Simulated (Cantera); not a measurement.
Input: 1 mol SiH₂Cl₂, 0.78 mol C₂H₂, 100 mol H₂, equilibrated at 0.133 bar.

These are equilibrium values from Cantera (NASA tables, ideal gas, pure condensed phases), not measurements of a reactor. Candidate condensed phases: C, C₆H₆, C₇H₈, C₈H₁₈, Si, SiC; 109 gas species. Equilibrium is a limit: real reactors are often held back by kinetics, nucleation or transport.

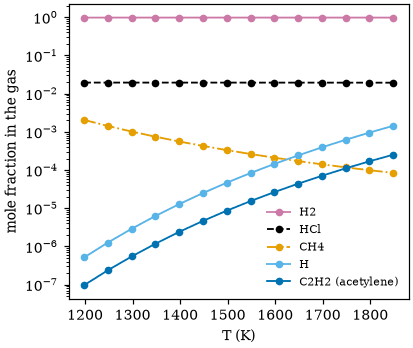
Fig. 1. Equilibrium gas composition (values under 1e-9 drawn at 1e-9)

From 1198 K to 1848 K the condensed part is C(graphite) + SiC(s). The main Si-bearing gas is SiCl₂ throughout.
